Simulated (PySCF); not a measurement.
**C$_{2}$H$_{2}$O$_{2}$, SMILES `O=CC=O`: what the electrons do**

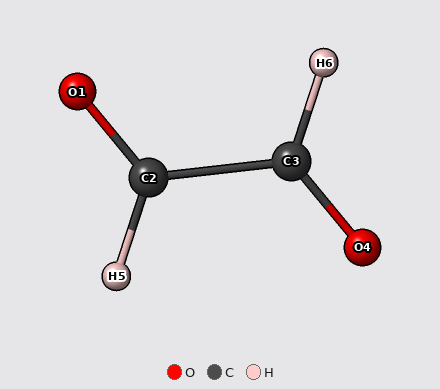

The molecule, with its atoms numbered as below. No frequency check shows the geometry to be a minimum.

Cartesian coordinates (Å):

```
O1       1.7244   -0.1657    0.0000
C2       0.6579    0.3778    0.0000
C3      -0.6579   -0.3778    0.0000
O4      -1.7244    0.1657    0.0000
H5       0.5383    1.4758    0.0000
H6      -0.5383   -1.4758    0.0000
```

## 1. Bonding charge

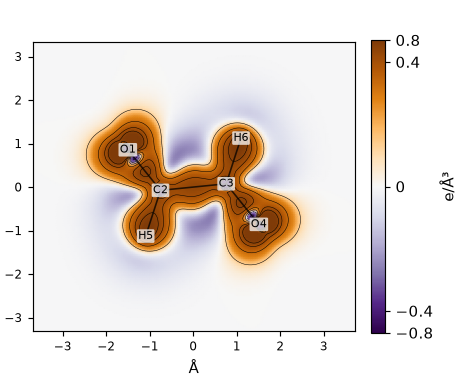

Deformation density (molecule less spherical, spin-averaged free atoms) in the molecular plane; colour scale in e/Å³, logarithmic beyond ±0.1; orange: gain, purple: loss.

Method: PBE0/cc-pVDZ; geometry: GFN2-xTB; program: PySCF.

> Describe the bonding that the map shows.

C2–H5 and C3–H6: +0.74 e/Å³ at the bond critical point (bond length 1.10 Å, Mayer order 0.9). O1–C2 and C3–O4: +0.55 e/Å³ at the bond critical point (bond length 1.20 Å, Mayer order 2.2). C2–C3: +0.55 e/Å³ at the bond critical point (bond length 1.52 Å, Mayer order 0.9). In all, 1.5 electrons gather in the regions of gain relative to the promolecule.

> Where do the Hirshfeld charges lie?

The highest Hirshfeld charge is on C2 and C3 (+0.13 e), the lowest on O1 and O4 (−0.17 e).

## 2. Bond critical points

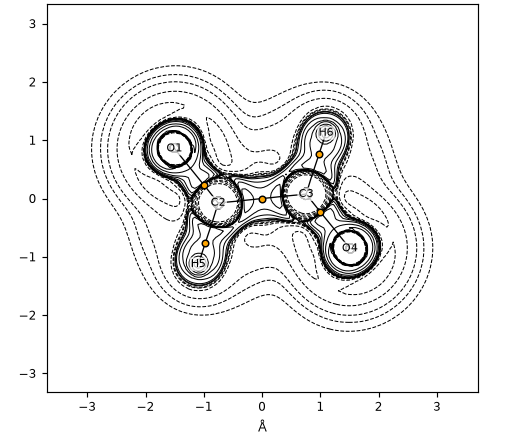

Negative Laplacian of the density (−∇²ρ) in the molecular plane (solid lines positive, dashed lines negative, contours at ±0.02 to ±8 a.u.), with bond paths and bond critical points (dots).

> At which bond critical points in this plane is charge locally concentrated, and at which depleted?

Concentrated (∇²ρ < 0): C2–H5 and C3–H6 (−1.05 a.u.); C2–C3 (−0.60 a.u.). Depleted (∇²ρ > 0): O1–C2 and C3–O4 (+0.87 a.u., H = −0.686). A positive Laplacian with clearly negative H marks a strongly polar covalent bond, whose critical point lies close to the core of the less electronegative atom.

> Where along O1–C2 does the critical point lie?

0.81 Å from O1 and 0.39 Å from C2.

## 3. Electrostatic potential

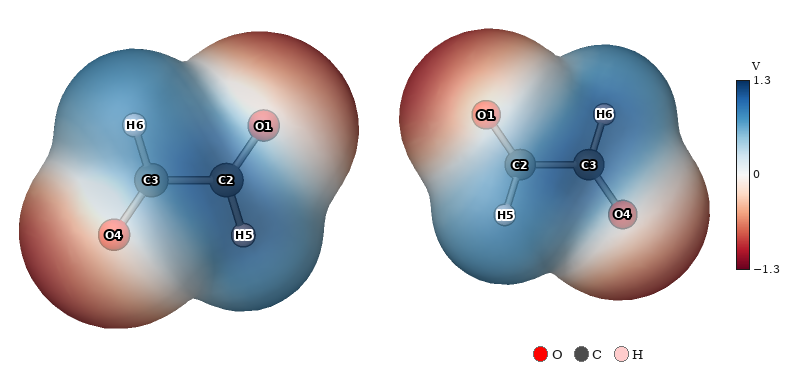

Electrostatic potential on the surface of electron density 0.001 a.u. (back view left, front view right).

> Where are the extremes of the potential on the surface?

Highest: 1.20 V, off the molecular plane, over C3 (1.9 Å), and at like points elsewhere. Further maxima include 0.79 V, 1.4 Å from H5, and at like points elsewhere. Lowest: −0.97 V, 1.7 Å from O4, and at like points elsewhere. The surface is sampled at points, so like sites can differ by a few per cent and only the strongest of them is named.

> What volume does the surface enclose, and what is the dipole moment?

About 69 Å³; the dipole moment is 0.0 D.

## 4. Excited states

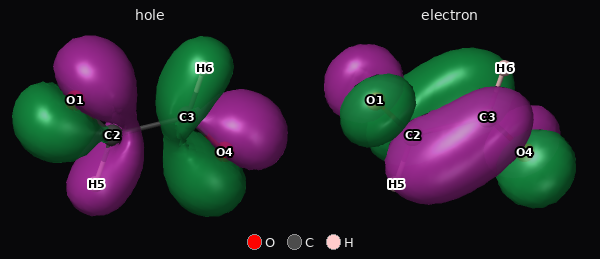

Leading natural transition orbital pair of T₂ (full linear response triplet states); the surfaces enclose about 85 % of each orbital's density.

PySCF calculation, B3LYP/6-31+G*, gas phase; geometry: GFN2-xTB.

> Characterise the state.

3.51 eV (353 nm), spin-forbidden from the singlet ground state, n → π*; the leading pair carries 92 %; hole on O1 and O4 (38 % each) and C2 and C3 (9 % each), electron on C2 and C3 (25 % each) and O1 and O4 (23 % each); their centroids lie 0.0 Å apart. In canonical orbitals it is mainly HOMO−1 → LUMO (93 %). The HOMO–LUMO gap is 4.23 eV.

## 5. The π system

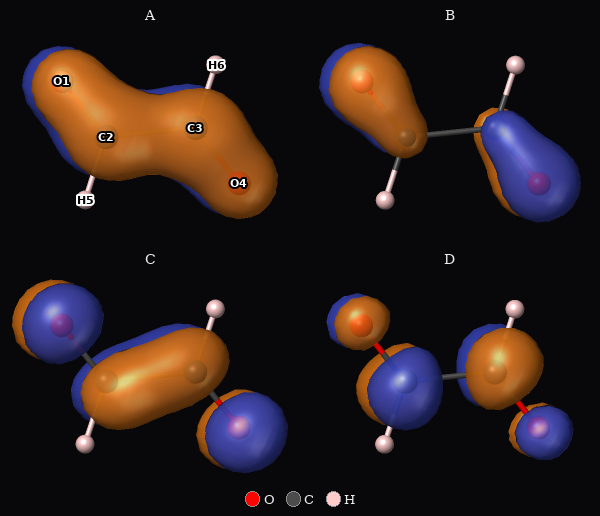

Natural orbitals of the π active space, CASSCF(4,4), triplet state at the geometry of the singlet, in order of falling occupation.

Method: 6-311G** basis; geometry: GFN2-xTB; program: PySCF.

> What are the natural occupation numbers?

A 1.81, B 1.12, C 0.88, D 0.19.

> Where does the lowest triplet lie relative to the singlet, at this geometry and within this active space?

5.54 eV above it by strongly contracted NEVPT2 (+5.17 eV by CASSCF); a small basis tends to put such gaps a few tenths of an eV too high. This is a vertical energy for π states alone; a state that uses lone pairs or σ orbitals may lie lower.

The PySCF runs shown took 8.7 s, 110 s and 14 s on 1 thread of Intel(R) Xeon(R) Platinum 8259CL CPU @ 2.50GHz (Skylake/Cascade Lake), with other jobs on the host.
